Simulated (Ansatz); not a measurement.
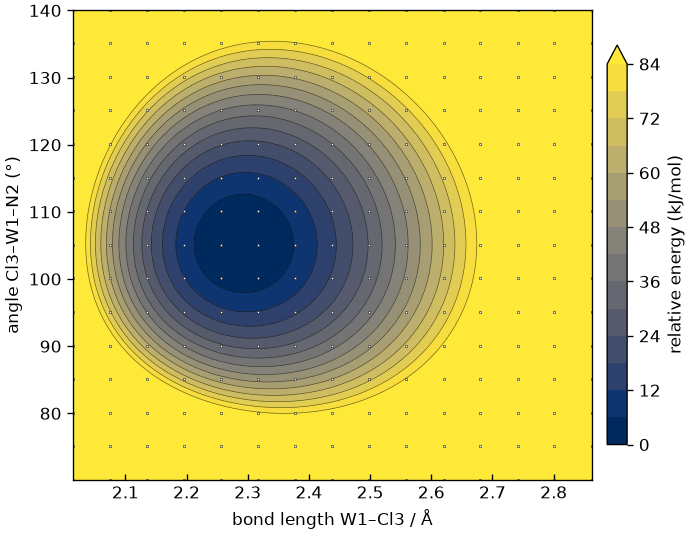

WNCl3. Coordinates scanned: (1) bond length W1–Cl3; (2) angle Cl3–W1–N2. Nothing is relaxed (all other coordinates rigid). The scan uses a 15 × 15 grid. Points are written as (first, second). All energies are given in kJ/mol relative to the relaxed molecule at the same level. Theory: RHF/def2-SVP in Ansatz 0.2.0.

The picture shows filled contours, dots at the grid points, one colour for all values above the top of the scale. Between grid points the surface is interpolated.

> Estimate the position of the minimum and the force constants in these coordinates.

The interpolated minimum is at bond length W1–Cl3 ≈ 2.289 Å, angle Cl3–W1–N2 ≈ 105.1°. The curvatures there are about 19 eV/Å² and 7.6 eV/rad², with a cross term of about 0 eV/(Å·rad). Round the minimum the two coordinates are nearly uncoupled. (1 eV is 96.5 kJ/mol.)
